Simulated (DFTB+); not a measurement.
**PH$_{2}$: geometry relaxation**

System: PH$_{2}$, multiplicity 2, SMILES [PH2].
Method: GFN2-xTB, R-SCC, dispersion built in (DFTB+ 25.1).

The geometry comes from this level: GFN2-xTB.

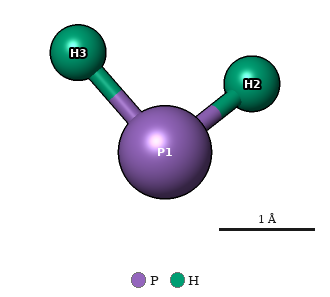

*The starting structure (ball-and-stick view, seen at a tilt; atoms are numbered from 1 in the order of the input).*

Bond lengths as drawn: H–P 1.39 Å.

### Input (dftb_in.hsd)
```
# GFN2-XTB geometry optimisation
Geometry = xyzFormat {
  <<< "mol.xyz"
}

Driver = GeometryOptimisation {
  Optimiser = FIRE {}
  MaxSteps = 100
  Convergence {
    GradElem = 0.001
  }
  AppendGeometries = Yes
}

Hamiltonian = xTB {
  Method = "GFN2-xTB"
  Filling = Fermi {
    Temperature [Kelvin] = 300
  }
  SpinPolarisation = Colinear {
    UnpairedElectrons = 1
  }
  SpinConstants {
    ShellResolvedSpin = No
    P = 0.0
    H = 0.0
  }
}

Analysis {
  PrintForces = Yes
}

Options {
  WriteResultsTag = Yes
}

ParserOptions {
  ParserVersion = 14
}
```

### File mol.xyz
```
3

P      0.514470    -0.302750     0.252680
H      0.111510     1.027360     0.172420
H     -0.625980    -0.724620    -0.425100
```

Command:
```bash
dftb+ > run.log
```

### Log
```
|  DFTB+ development version (commit: a23bfb2)

Reading input file 'dftb_in.hsd'
Parser version: 14

--------------------------------------------------------------------------------

Processed input in HSD format written to 'dftb_pin.hsd'

Starting initialization...
--------------------------------------------------------------------------------
OpenMP threads:              1
Chosen random seed:          473824898
Current stacksize:           unlimited
Mode:                        Geometry optimisation relaxation
Self consistent charges:     Yes
SCC-tolerance:                 0.100000E-04
Max. scc iterations:                    100
Shell resolved Hubbard:      Yes
Spin polarisation:           Yes
Nr. of up electrons:             4.000000
Nr. of down electrons:           3.000000
Periodic boundaries:         No
Electronic solver:           Relatively robust
Mixer:                       Broyden mixer
Mixing parameter:                  0.200000
Nr. of chrg. vec. in memory:            100
Max. SCC-cycles:                        100
Max. nr. of geometry steps:             100
tblite library version:      0.3.0
-> parametrization:          GFN2-xTB
-> repulsion:                Yes
-> dispersion:               Yes
-> halogen bonding:          No
-> electrostatics:           Yes
   -> isotropic:             Yes
   -> anisotropic:           Yes
   -> third-order:           Yes
Electronic temperature:              0.950045E-03 H      0.258520E-01 eV
Initial charges:             Set automatically (system chrg:   0.000E+00)
Included shells:             P:  s, p, d
                             H:  s
Spin coupling constants:     P   1(s)-1(s):   0.000000E+00
                             P   1(s)-2(p):   0.000000E+00
                             P   1(s)-3(d):   0.000000E+00
                             P   2(p)-1(s):   0.000000E+00
                             P   2(p)-2(p):   0.000000E+00
                             P   2(p)-3(d):   0.000000E+00
                             P   3(d)-1(s):   0.000000E+00
                             P   3(d)-2(p):   0.000000E+00
                             P   3(d)-3(d):   0.000000E+00
                             H   1(s)-1(s):   0.000000E+00
Extra options:
                             Mulliken analysis
                             Force calculation
Force type                   original

--------------------------------------------------------------------------------

***  Geometry step: 0

 iSCC Total electronic   Diff electronic      SCC error
    1   -0.34939804E+01    0.00000000E+00    0.58893315E+00
    2   -0.34922353E+01   -0.34939804E+01    0.87413993E-01
    3   -0.34926121E+01    0.17450748E-02    0.55320121E-01
    4   -0.34931737E+01   -0.37679866E-03    0.70947916E-02
    5   -0.34932570E+01   -0.56153731E-03    0.28392271E-02
    6   -0.34932805E+01   -0.83342797E-04    0.14492693E-02
    7   -0.34932851E+01   -0.23453861E-04    0.39989592E-03
    8   -0.34932857E+01   -0.46181880E-05    0.88791686E-04
    9   -0.34932853E+01   -0.65261536E-06    0.20037731E-05

Total Energy:                       -3.4750290353 H          -94.5604 eV
Extrapolated to 0K:                 -3.4750290353 H          -94.5604 eV
Total Mermin free energy:           -3.4750290353 H          -94.5604 eV
Force related energy:               -3.4750290353 H          -94.5604 eV

total energy  -3.4750290E+00 H       energy change -3.4750290E+00 H
gradient norm  3.1460979E-05 H/a0    max. gradient  1.7816560E-05 H/a0
step length    0.0000000E+00 a0      max. step      0.0000000E+00 a0

Geometry converged

--------------------------------------------------------------------------------
--------------------------------------------------------------------------------
--------------------------------------------------------------------------------
Missing                                +       0.01 (100.0%)       0.01 (100.0%)
Total                                  =       0.01 (100.0%)       0.01 (100.0%)
--------------------------------------------------------------------------------
```

### File detailed.out
```
Fermi distribution function

Geometry optimization step: 0

********************************************************************************
 iSCC Total electronic   Diff electronic      SCC error
    9   -0.34932853E+01   -0.65261536E-06    0.20037731E-05
********************************************************************************

 Total charge:     0.00000000

 Atomic gross charges (e)
 Atom           Charge
    1      -0.14100846
    2       0.07050275
    3       0.07050571

Nr. of electrons (up):      4.00000000
Atom populations (up)
 Atom       Population
    1       3.07050423
    2       0.46474862
    3       0.46474715

l-shell populations (up)
 Atom Sh.   l       Population
    1   1   0       0.92836471
    1   2   1       2.11361987
    1   3   2       0.02851965
    2   1   0       0.46474862
    3   1   0       0.46474715

Orbital populations (up)
 Atom Sh.   l   m       Population  Label
    1   1   0   0       0.92836471  s
    1   2   1  -1       0.51756153  p_y
    1   2   1   0       0.89760220  p_z
    1   2   1   1       0.69845614  p_x
    1   3   2  -2       0.00369472  d_xy
    1   3   2  -1       0.00698171  d_yz
    1   3   2   0       0.00097193  d_z2
    1   3   2   1       0.01085127  d_xz
    1   3   2   2       0.00602001  d_x2-y2
    2   1   0   0       0.46474862  s
    3   1   0   0       0.46474715  s

Nr. of electrons (down):      3.00000000
Atom populations (down)
 Atom       Population
    1       2.07050423
    2       0.46474862
    3       0.46474715

l-shell populations (down)
 Atom Sh.   l       Population
    1   1   0       0.92836471
    1   2   1       1.11365855
    1   3   2       0.02848098
    2   1   0       0.46474862
    3   1   0       0.46474715

Orbital populations (down)
 Atom Sh.   l   m       Population  Label
    1   1   0   0       0.92836471  s
    1   2   1  -1       0.50877743  p_y
    1   2   1   0       0.13950821  p_z
    1   2   1   1       0.46537290  p_x
    1   3   2  -2       0.00368136  d_xy
    1   3   2  -1       0.00697193  d_yz
    1   3   2   0       0.00096433  d_z2
    1   3   2   1       0.01084422  d_xz
    1   3   2   2       0.00601913  d_x2-y2
    2   1   0   0       0.46474862  s
    3   1   0   0       0.46474715  s

Spin  up
Fermi level:                        -0.2723033410 H           -7.4098 eV
Band energy:                        -1.9038387595 H          -51.8061 eV
TS:                                  0.0000000000 H            0.0000 eV
Band free energy (E-TS):            -1.9038387595 H          -51.8061 eV
Extrapolated E(0K):                 -1.9038387595 H          -51.8061 eV
Input / Output electrons (up):      4.0000000000      4.0000000000

Spin  down
Fermi level:                        -0.3910926555 H          -10.6422 eV
Band energy:                        -1.5550011790 H          -42.3137 eV
TS:                                  0.0000000000 H            0.0000 eV
Band free energy (E-TS):            -1.5550011790 H          -42.3137 eV
Extrapolated E(0K):                 -1.5550011790 H          -42.3137 eV
Input / Output electrons (down):      3.0000000000      3.0000000000

Energy H0:                          -3.4943450641 H          -95.0860 eV
Energy SCC:                          0.0010597583 H            0.0288 eV
Energy SPIN:                         0.0000000000 H            0.0000 eV
Total Electronic energy:            -3.4932853057 H          -95.0571 eV
Repulsive energy:                    0.0187175349 H            0.5093 eV
Total energy:                       -3.4750290353 H          -94.5604 eV
Extrapolated to 0:                  -3.4750290353 H          -94.5604 eV
Total Mermin free energy:           -3.4750290353 H          -94.5604 eV
Force related energy:               -3.4750290353 H          -94.5604 eV

Non-constrained calculation

SCC converged

Full geometry written in geo_end.{xyz|gen}

Total Forces
    1     -0.000015559748      0.000011876423     -0.000007349312
    2      0.000003977859     -0.000017816560      0.000000287851
    3      0.000011581889      0.000005940137      0.000007061462

Maximal derivative component:        0.178166E-04 au

Dipole moment:   -0.41061759    0.24162645   -0.20167402 au
Dipole moment:   -1.04368590    0.61415322   -0.51260428 Debye

Geometry converged
```

### Results in brief

| quantity | value |
| --- | --- |
| outcome | converged |
| Mermin free energy | −3.475029 hartree |
| basis functions | 11 |
| largest force | 0.001 eV/Å |
| dipole moment | 1.32 D |
| hardware | 1 thread of Intel Xeon @ 2.50GHz (Skylake/Cascade Lake), 32 GiB of memory available, shared host |
| peak memory | 0.071 GiB |

Settings chosen away from the usual ones: optimiser. Further notes kept with the run: no spin polarisation.
